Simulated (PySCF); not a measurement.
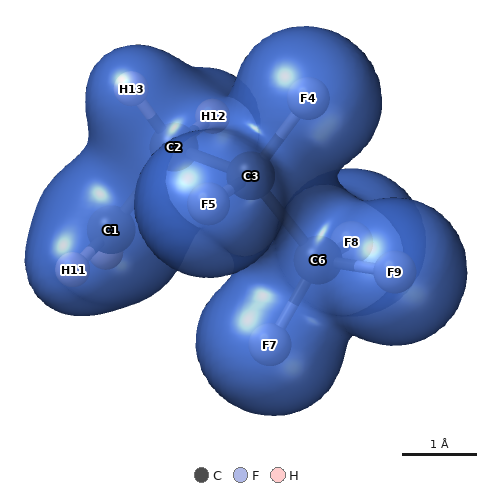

Figure. C₄H₄F₅ (SMILES [CH2]CC(F)(F)C(F)(F)F) (doublet). Isosurface of the total electron density at 0.2 e/Å³ (blue), seen at a tilt.

Geometry: GFN2-xTB.

Theory: UKS B3LYP, pcH-1 on C F H, non-relativistic, mean-field spin-orbit, GIAO (PySCF).

```yaml
atoms:
  - { symbol: C, position_ang: [1.6126, 0.2415, -0.6024] }
  - { symbol: C, position_ang: [0.8514, -0.7131, 0.2211] }
  - { symbol: C, position_ang: [-0.4502, -0.1066, 0.7689] }
  - { symbol: F, position_ang: [-1.1338, -1.0242, 1.4969] }
  - { symbol: F, position_ang: [-0.2013, 0.9248, 1.6080] }
  - { symbol: C, position_ang: [-1.3929, 0.4065, -0.3511] }
  - { symbol: F, position_ang: [-0.9056, 1.5070, -0.9249] }
  - { symbol: F, position_ang: [-1.5326, -0.5140, -1.3106] }
  - { symbol: F, position_ang: [-2.6069, 0.6941, 0.1076] }
  - { symbol: H, position_ang: [1.8682, 0.0088, -1.6150] }
  - { symbol: H, position_ang: [1.8792, 1.1976, -0.1974] }
  - { symbol: H, position_ang: [0.5870, -1.6142, -0.3338] }
  - { symbol: H, position_ang: [1.4205, -1.0078, 1.1151] }
```

### Which contacts does the surface bridge?

At this value the surface is in one piece. It bridges the sampled C–F (1.33 Å), C–C (1.47 Å), C–H (1.07 Å) and C–C (1.54 Å) contacts, where the density stays above the isovalue. On the grid the lowest density along these lines, outside the cores, is 2 e/Å³ (C–F, 1.33 Å), 1.8 e/Å³ (C–C, 1.47 Å), 2 e/Å³ (C–H, 1.07 Å) and 1.7 e/Å³ (C–C, 1.54 Å).
